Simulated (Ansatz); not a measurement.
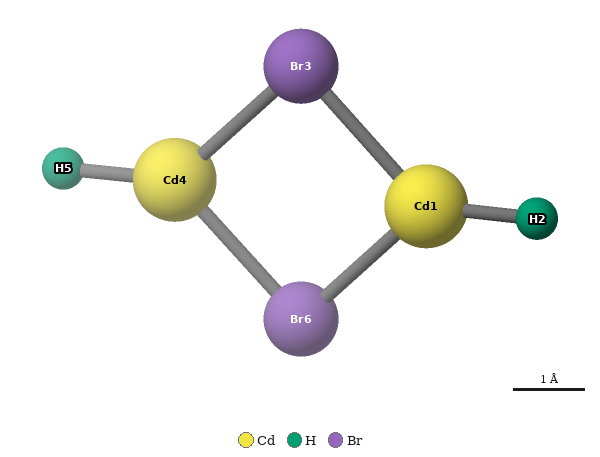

The structure (ball-and-stick view, seen at a tilt; atoms are numbered from 1 in the order of the input). Sticks mark near contacts.

**Single-point calculation, with input and output: Cd₂H₂Br₂**

The run: single-point calculation of Cd₂H₂Br₂. Method and program: RKS PBE0-D4/def2-TZVP (Ansatz 0.2.0).

The geometry comes from this level: r2SCAN-D4/def2-SVP.

## Output
```
Functional definition: PBE0
  name "PBE0"
  cite "Adamo & Barone, J. Chem. Phys. 110, 6158 (1999) doi:10.1063/1.478522"
  cite "Perdew, Burke & Ernzerhof, Phys. Rev. Lett. 77, 3865 (1996) doi:10.1103/PhysRevLett.77.3865"
  parent pbe
  parameter a = 0.25
  parameter kappa = 0.804
  parameter beta = 0.06672455060314922
  exchange = (1 - a)*pbe_x(kappa = kappa, mu = beta*pi^2/3) + a*exact_x
  correlation = pbe_c(beta = beta)
these checks for a lower state are left out or cut short: starts
1754 factors; their error is unknown
mean field evaluation 1: about -149240.1771 eV, gradient 1.7e2 eV
mean field evaluation 2: about -149240.9293 eV, gradient 2.3e0 eV
mean field evaluation 4: about -149241.9594 eV, gradient 6.8e-1 eV
mean field evaluation 8: about -149241.9598 eV, gradient 2.1e-5 eV
mean field -149241.95980152 eV, -5484.5408628723 hartree, gradient 2.1e-5 eV, S^2 0.000000; 0 other end points of the search recorded, 0 dependent functions left out
reference -149241.95983898 eV, -5484.5408642489 hartree; 56, 56 occupied and 132, 132 virtual orbitals, 1754 factors
Total energy: -149242.16759116 eV, -5484.5484990005 hartree
Checks for a lower state left out: starts
```

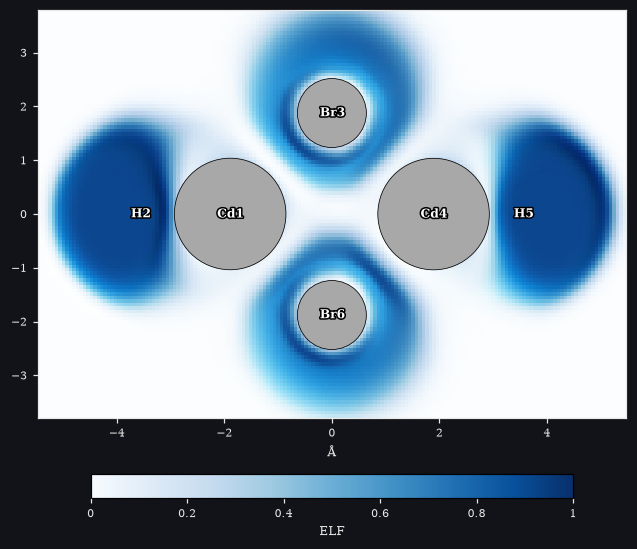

Electron localisation function on the molecular plane. Grey discs, where drawn, cover atomic cores. The section cuts through Cd, H and Br sites. Cd–Br (2.66 Å): the ELF peaks at about 0.80 in the valence shell of Br, 1.0 Å from its nucleus, and is about 0.30 at the midpoint (ionic bonding with no shared pair). Cd–H (1.67 Å): the ELF climbs to about 1 towards the hydrogen, as it does in any bond to H.

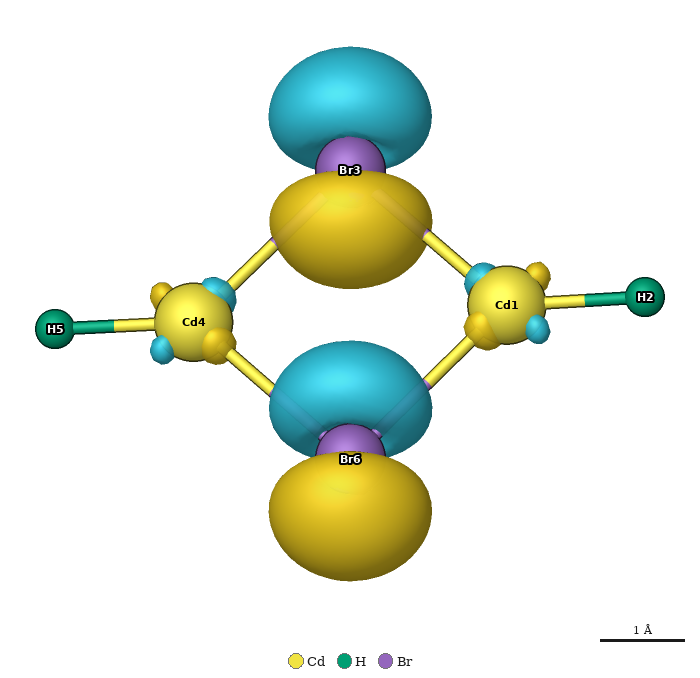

One frontier orbital at ±0.15 Å⁻³ᐟ² (yellow and cyan are the two phases), seen at a tilt. The HOMO−1, at −8.40 eV.

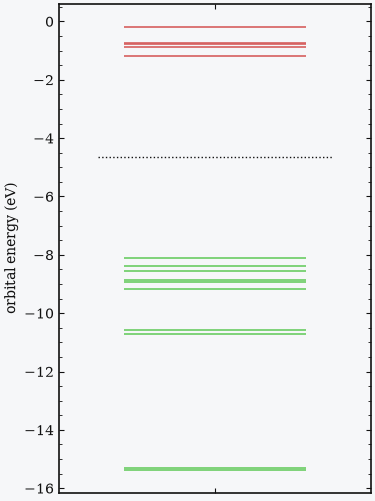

Orbital energies near the frontier; the dotted line parts filled from empty levels, and levels within 0.02 eV of each other stand side by side. Highest filled −8.13 eV, lowest empty −1.19 eV, 6.94 eV apart.

This output came from the following input.

## The input
```yaml
crystal:
  periodic: [false, false, false]
  atoms:
    - {symbol: Cd, position_ang: [0.643425, 0.861376, -1.556011]}
    - {symbol: H, position_ang: [1.225685, 1.631523, -2.917826]}
    - {symbol: Br, position_ang: [-1.353087, 1.293317, 0.155538]}
    - {symbol: Cd, position_ang: [-0.642732, -0.860286, 1.556913]}
    - {symbol: H, position_ang: [-1.198450, -1.607509, 2.942373]}
    - {symbol: Br, position_ang: [1.325158, -1.318421, -0.180977]}
basis:
  gaussian: {orbitals: def2-TZVP, initial_orbitals: start.molden}
hamiltonian: {xc: pbe0, dispersion: d4}
scf: {omitted_lower_state_checks: [starts]}
output: {orbitals: {seedname: orbitals}}
```

Launched with:
```bash
ansatz run in.yaml --threads 4 --pin off --events-out ev --progress --plain --max-ram 3916MiB
```

## Summary

- outcome: converged
- total energy: −149242.1676 eV
- mean-field energy: −149241.9598 eV
- dispersion energy: −0.2078 eV
- SCF solution under orbital rotations: stable
- HOMO: −8.13 eV
- LUMO: −1.19 eV
- hardware: 4 threads of Arm Neoverse V1, 95 GiB of memory available, shared host
- wall time: 4.9 s (CPU time 19 s)
- peak memory: 0.66 GiB
